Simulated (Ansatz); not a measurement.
**F3In: two geometries relaxed**

All numbers below are computed with Ansatz 0.2.0 (RKS PBE0/def2-SVP).

## 1. The starting structure

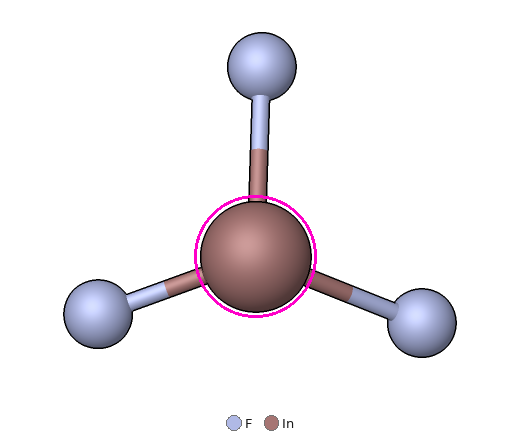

The starting structure, seen from a chosen angle (fluorine light blue, indium brown). Ringed: In2.

Structure file:

```xyz
4

F    -1.1857   -0.2607    1.3781
In   -0.0584   -0.2642   -0.4425
F     1.7967   -0.7484    0.3817
F    -0.4972    1.2130   -1.3376
```

## 2. End point A

File input.yaml:

```yaml
crystal:
  periodic: [false, false, false]
  atoms:
    - { symbol: F, position_ang: [-1.1857, -0.2607, 1.3781] }
    - { symbol: In, position_ang: [-0.0584, -0.2642, -0.4425] }
    - { symbol: F, position_ang: [1.7967, -0.7484, 0.3817] }
    - { symbol: F, position_ang: [-0.4972, 1.213, -1.3376] }
basis:
  gaussian: { orbitals: def2-SVP }
hamiltonian:
  xc: pbe0
relax:
  f_tol: 0.015
  max_steps: 40
output:
  orbitals: {}
```

Run with:

```sh
$ ansatz run input.yaml --threads 1 --pin off --max-ram 2048MiB --backend cpu --events-out ev --progress --plain --runs-dir out
```

**Question.** How long does this run take on 1 thread of Arm Neoverse V1, shared host, and how much memory does it need?

About 12 s, with a peak of 0.14 GiB.
